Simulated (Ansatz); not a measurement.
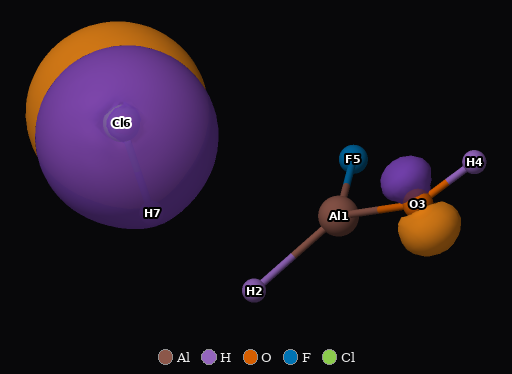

Figure 1: AlFH2O···HCl. The HOMO−1 at ±0.1 Å⁻³ᐟ² (orange and purple are the two phases), seen from one side.

Not at a stationary point (largest force 1.0 eV/Å).

Theory: RKS PBE-D4/def2-SVP (Ansatz).

Input file:

```
crystal:
  periodic: [false, false, false]
  atoms:
    - { symbol: Al, position_ang: [0.0, 0.0, 0.0] }
    - { symbol: H, position_ang: [0.0, 0.0, 1.91] }
    - { symbol: O, position_ang: [1.5415, 0.0, -0.89] }
    - { symbol: H, position_ang: [1.8414, -0.9519, -1.0449] }
    - { symbol: F, position_ang: [-1.4635, 0.0, -0.845] }
    - { symbol: Cl, position_ang: [0.1134, 2.3983, 0.7978] }
    - { symbol: H, position_ang: [0.0464, 0.9821, 1.9502] }
basis:
  gaussian: { orbitals: def2-SVP }
hamiltonian:
  xc: pbe
  dispersion: d4
relax:
  f_tol: 0.15
  max_steps: 25
  restrain:
    - { distance: [0, 5], at: 3.43, k: 30.0 }
    - { distance: [6, 1], at: 1.86, k: 30.0 }
    - { distance: [0, 1], at: 1.56, k: 30.0 }
    - { distance: [6, 5], at: 1.37, k: 30.0 }
output:
  orbitals: {}
```

Launched as:

```sh
ansatz run input.yaml --threads 1 --pin off --max-ram 2048MiB --backend cpu --events-out ev --progress --plain --runs-dir out
```

The fields are those of the run's last geometry, not of the input's.

**Where does this orbital lie, and at what energy?**

By Hirshfeld shares it lies mainly on Cl6 (about 95 %); largely a lone pair of Cl6. Its energy is −7.73 eV.
